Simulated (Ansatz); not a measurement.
## Electronic structure of AlHO···HCl in real space

Input

```
crystal:
  periodic: [false, false, false]
  atoms:
    - {symbol: Al, position_ang: [-0.243050, 0.314885, 0.208725]}
    - {symbol: Cl, position_ang: [1.880194, -2.424451, -1.605289]}
    - {symbol: H, position_ang: [1.176290, -1.515370, -1.003627]}
    - {symbol: O, position_ang: [-1.139552, 1.483722, 0.985437]}
    - {symbol: H, position_ang: [-1.673982, 2.141114, 1.414654]}
basis:
  gaussian: {orbitals: def2-TZVPP}
hamiltonian: {xc: pbe0, dispersion: d4}
output: {orbitals: {seedname: orbitals}}
```

Launched as:

```sh
ansatz run in.yaml --threads 2 --pin off --events-out ev --progress --plain --max-ram 4352MiB
```

The product side of a reaction path; geometry: PBE0-D4/def2-TZVP.

All numbers below come from RKS PBE0-D4/def2-TZVPP (Ansatz).

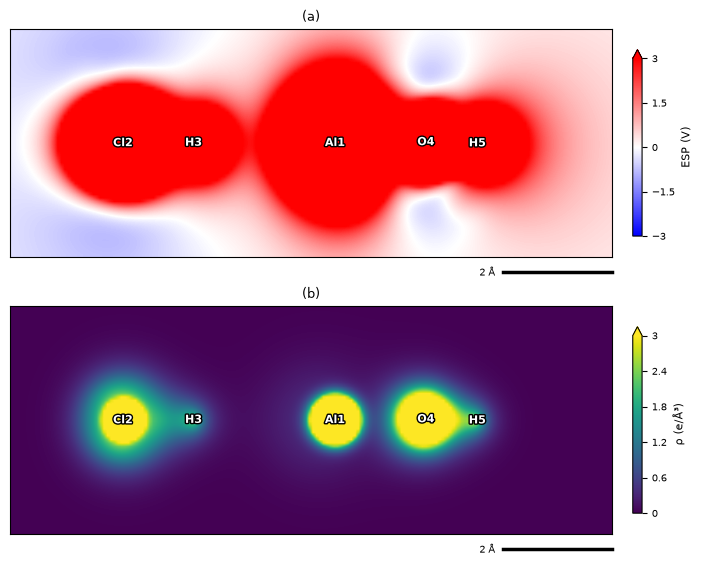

Figure 1. (a) electrostatic potential; (b) electron density on a plane that holds the molecular axis.

Question: What does the map show?

Answer: The plane passes through Al, Cl, H and O nuclei. Al1···H3 (2.61 Å): the density falls to about 0.11 e/Å³ on the way. Al–O (1.67 Å): ρ at the midpoint is about 0.87 e/Å³. O–H (0.95 Å): ρ is about 3.9 e/Å³ halfway. Cl–H (1.30 Å): ρ at the midpoint is about 1.9 e/Å³. Outside the dense part of the complex the potential is most negative (−0.8 V) near Cl2.

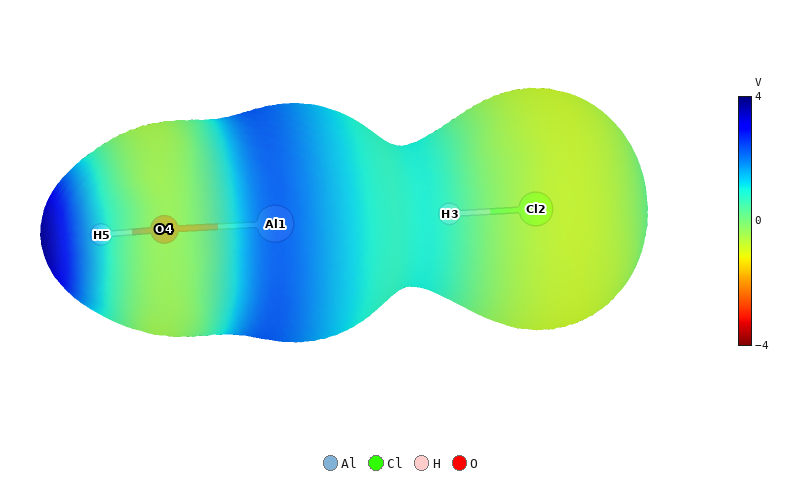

Figure 2. The electrostatic potential painted on the density surface at 0.004 e/bohr³, seen at a tilt; red is negative and blue positive.

Question: Describe the electrostatic potential map.

Answer: The most negative region (about −0.8 V, or −18 kcal/mol for a unit charge) lies over Cl2, the most positive (about +3.7 V, or +85 kcal/mol for a unit charge) over H5. Cl2 shows a σ-hole: about +0.4 V, or +9 kcal/mol for a unit charge at the tip opposite its bond, against about −0.8 V, or −18 kcal/mol for a unit charge on its flanks.

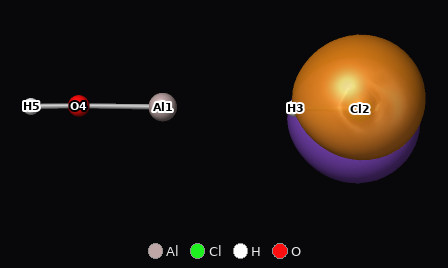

Figure 3. The HOMO−1 at ±0.1 Å⁻³ᐟ² (orange and purple are the two phases), seen from one side.

Question: Describe this orbital and give its energy.

Answer: It lies mainly on Cl2 (about 95 %); largely a lone pair of Cl2. It is one of a degenerate set, so its orientation is arbitrary. Its energy is −8.94 eV.
